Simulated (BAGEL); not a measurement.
**CH6AlN (SMILES C[NH][AlH2]): HF/def2-SVPD (density fitting with qzvpp-jkfit)**

Aim: the vertical ionisation energy of CH6AlN at HF/def2-SVPD (density fitting with qzvpp-jkfit), from 2 runs. 

The calculation is run with BAGEL 1.2.2.

2 further runs of the same task are left out: 2 set aside as unsound or not needed. Runs told in other sessions of the task aren't counted.

**1. Starting point**

The species is CH6AlN (9 atoms), meant as a singlet with charge 0. As SMILES, `C[NH][AlH2]`. The shape is that of a PBE0-D4/def2-TZVP optimisation.

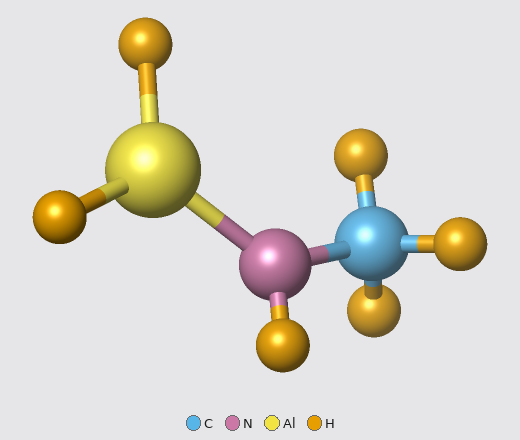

The structure, seen from a chosen angle (carbon blue, nitrogen pink, aluminium yellow, hydrogen amber).

**2. The energy at HF/def2-SVPD (density fitting with qzvpp-jkfit)**

Input file job.json:

```json
{ "bagel" : [

{
  "title" : "molecule",
  "basis" : "def2-svpd.json",
  "df_basis" : "qzvpp-jkfit",
  "angstrom" : "true",
  "geometry" : [
    { "atom" : "C", "xyz" : [   -0.384500,    0.934700,   -0.771700 ] },
    { "atom" : "N", "xyz" : [    0.340000,   -0.253200,   -0.374200 ] },
    { "atom" : "Al", "xyz" : [    0.335300,   -1.074400,    1.190900 ] },
    { "atom" : "H", "xyz" : [   -1.074800,    0.743900,   -1.602200 ] },
    { "atom" : "H", "xyz" : [    0.284400,    1.748600,   -1.076000 ] },
    { "atom" : "H", "xyz" : [   -0.981000,    1.302600,    0.066800 ] },
    { "atom" : "H", "xyz" : [    0.905500,   -0.619100,   -1.126300 ] },
    { "atom" : "H", "xyz" : [    1.234400,   -2.369900,    1.339700 ] },
    { "atom" : "H", "xyz" : [   -0.570900,   -0.459500,    2.335900 ] }
  ]
},
{
  "title" : "hf"
},
{
  "title" : "print",
  "file" : "orbitals.molden",
  "orbitals" : "true"
}

]}
```

The basis set def2-SVPD is read from a file made from the Basis Set Exchange's data (not shown).

Launch:

```sh
$ BAGEL_NUM_THREADS=1 BAGEL job.json > job.out
```

Output:

```text
* using 1 threads per process

  ===============================================================
  ===============================================================

  *** Geometry ***

  { "atom" : "C", "xyz" : [     -0.726600,      1.766327,     -1.458302 ] },
  { "atom" : "N", "xyz" : [      0.642507,     -0.478479,     -0.707136 ] },
  { "atom" : "Al", "xyz" : [      0.633625,     -2.030322,      2.250475 ] },
  { "atom" : "H", "xyz" : [     -2.031078,      1.405767,     -3.027719 ] },
  { "atom" : "H", "xyz" : [      0.537438,      3.304375,     -2.033345 ] },
  { "atom" : "H", "xyz" : [     -1.853821,      2.461557,      0.126234 ] },
  { "atom" : "H", "xyz" : [      1.711147,     -1.169929,     -2.128399 ] },
  { "atom" : "H", "xyz" : [      2.332678,     -4.478462,      2.531666 ] },
  { "atom" : "H", "xyz" : [     -1.078845,     -0.868329,      4.414211 ] },

  Number of auxiliary basis functions:      388

  Since a DF basis is specified, we compute 2- and 3-index integrals:
    o Being stored without compression. Storage requirement is 0.039 GB

  Number of basis functions:      112
  Number of electrons      :       32

    * METHOD: MOLECULE                             0.15

  *** RHF ***

  === Nuclear Repulsion ===
   100.7266477967

      * DIIS with orbital gradients will be used.

  === RHF iteration (def2-svpd.json) ===
      0       -337.42670805          0.01655113           0.04
      1       -337.54224110          0.01194993           0.04
      2       -337.59997043          0.00150024           0.04
      3       -337.60171200          0.00034554           0.04
      4       -337.60178243          0.00010030           0.04
      5       -337.60178980          0.00002351           0.04
      6       -337.60179044          0.00000687           0.04
      7       -337.60179051          0.00000216           0.04
      8       -337.60179051          0.00000053           0.04
      9       -337.60179051          0.00000014           0.04
     10       -337.60179051          0.00000006           0.04
     11       -337.60179051          0.00000002           0.04
     12       -337.60179051          0.00000001           0.04
    * SCF iteration converged.

    * Permanent dipole moment:
           (   -0.031595,    -0.150278,     0.357440) a.u.

    * METHOD: HF                                   0.68

    * METHOD: PRINT                                0.02

  ===============================================================
```

Run time: 1 s. Hardware: 1 thread of Arm Neoverse V2, shared host; peak memory 0.12 GiB.

**3. The doublet cation, same level**

Input file input.json:

```json
{ "bagel": [

{
  "title": "molecule",
  "basis": "def2-svpd.json",
  "df_basis": "qzvpp-jkfit",
  "angstrom": "true",
  "geometry": [
    { "atom": "C", "xyz": [   -0.384500,    0.934700,   -0.771700 ] },
    { "atom": "N", "xyz": [    0.340000,   -0.253200,   -0.374200 ] },
    { "atom": "Al", "xyz": [    0.335300,   -1.074400,    1.190900 ] },
    { "atom": "H", "xyz": [   -1.074800,    0.743900,   -1.602200 ] },
    { "atom": "H", "xyz": [    0.284400,    1.748600,   -1.076000 ] },
    { "atom": "H", "xyz": [   -0.981000,    1.302600,    0.066800 ] },
    { "atom": "H", "xyz": [    0.905500,   -0.619100,   -1.126300 ] },
    { "atom": "H", "xyz": [    1.234400,   -2.369900,    1.339700 ] },
    { "atom": "H", "xyz": [   -0.570900,   -0.459500,    2.335900 ] }
  ]
},
{ "title": "uhf", "charge": 1, "nopen": 1 },
{ "title": "print", "file": "orbitals.molden", "orbitals": "true" }

]}
```

The basis set def2-SVPD is read from a file made from the Basis Set Exchange's data (not shown).

Launch:

```sh
$ BAGEL_NUM_THREADS=1 BAGEL input.json > input.out
```

Output:

```text
* using 1 threads per process

  ===============================================================
  ===============================================================

  *** Geometry ***

  { "atom" : "C", "xyz" : [     -0.726600,      1.766327,     -1.458302 ] },
  { "atom" : "N", "xyz" : [      0.642507,     -0.478479,     -0.707136 ] },
  { "atom" : "Al", "xyz" : [      0.633625,     -2.030322,      2.250475 ] },
  { "atom" : "H", "xyz" : [     -2.031078,      1.405767,     -3.027719 ] },
  { "atom" : "H", "xyz" : [      0.537438,      3.304375,     -2.033345 ] },
  { "atom" : "H", "xyz" : [     -1.853821,      2.461557,      0.126234 ] },
  { "atom" : "H", "xyz" : [      1.711147,     -1.169929,     -2.128399 ] },
  { "atom" : "H", "xyz" : [      2.332678,     -4.478462,      2.531666 ] },
  { "atom" : "H", "xyz" : [     -1.078845,     -0.868329,      4.414211 ] },

  Number of auxiliary basis functions:      388

  Since a DF basis is specified, we compute 2- and 3-index integrals:
    o Being stored without compression. Storage requirement is 0.039 GB

  Number of basis functions:      112
  Number of electrons      :       32

    * METHOD: MOLECULE                             0.14

  *** Open-shell HF ***

  === Nuclear Repulsion ===
   100.7266477967

      * DIIS with orbital gradients will be used.

  === UHF iteration (def2-svpd.json) ===
      0       -336.99653717          0.03373196           0.08
      1       -337.05125458          0.04464777           0.09
      2       -337.24395876          0.02077026           0.09
      3       -337.30838507          0.00311473           0.09
      4       -337.31227234          0.00121027           0.09
      5       -337.31351720          0.00056064           0.09
      6       -337.31390380          0.00014411           0.09
      7       -337.31394608          0.00002561           0.09
      8       -337.31395188          0.00000821           0.09
      9       -337.31395413          0.00000264           0.09
     10       -337.31395478          0.00000121           0.09
     11       -337.31395505          0.00000074           0.09
     12       -337.31395518          0.00000044           0.09
     13       -337.31395521          0.00000014           0.09
     14       -337.31395521          0.00000006           0.09
     15       -337.31395521          0.00000003           0.09
     16       -337.31395521          0.00000002           0.09
     17       -337.31395521          0.00000001           0.09
     18       -337.31395521          0.00000001           0.09
    * SCF iteration converged.

    * S^2 (UHF) is 0.7614

    * Permanent dipole moment:
           (   -0.158051,    -0.364908,     1.086563) a.u.

    * METHOD: UHF                                  1.78

    * METHOD: PRINT                                0.02

  ===============================================================
```

Wall time 2.1 s (1 thread of Arm Neoverse V2, shared host); peak memory 0.12 GiB.

**4. Outcome**

At HF/def2-SVPD (density fitting with qzvpp-jkfit):

| quantity | value |
| --- | --- |
| singlet CH6AlN: total energy | -337.60179 Eh |
| singlet CH6AlN: dipole moment | 0.99 D |
| singlet CH6AlN: HOMO energy | -10.09 eV |
| singlet CH6AlN: LUMO energy | 1.74 eV |
| singlet CH6AlN: HOMO–LUMO gap | 11.83 eV |
| doublet cation: total energy | -337.31396 Eh |
| doublet cation: ⟨S²⟩ | 0.761 |
| vertical ionisation energy (to the doublet cation) | 7.832 eV |

What this shows: The vertical ionisation energy comes to 7.83 eV (181 kcal/mol). The negative HOMO energy of the first species, 10.09 eV, lies 2.26 eV above that difference.
